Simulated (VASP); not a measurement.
```
Al3Sc
1.0
    4.13668     0.00000     0.00000
    0.00000     4.13668     0.00000
    0.00000     0.00000     4.13668
Sc Al
1 3
Direct
  0.00000   0.00000   0.00000
  0.00000   0.50000   0.50000
  0.50000   0.00000   0.50000
  0.50000   0.50000   0.00000
```

The numbers are results of vdW-DF2, VASP's PBE PAW potentials (set 64) (plane waves; VASP), not measurements. Run with 520 eV cut-off, 8×8×8 Γ-centred mesh, tetrahedra with Blöchl corrections, potentials Sc_sv Al.

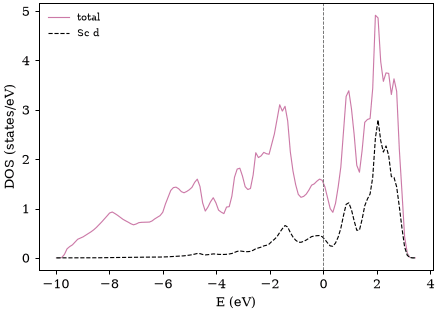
Fig. 1. Total and projected density of states, zero at the Fermi level

Within 2 eV below the Fermi level the largest weight inside VASP's projection spheres is Sc d, then Al p.

It has no gap at this level: it comes out as a metal or semimetal.

The compound is Al3Sc in the L1_2 structure. It was relaxed first.
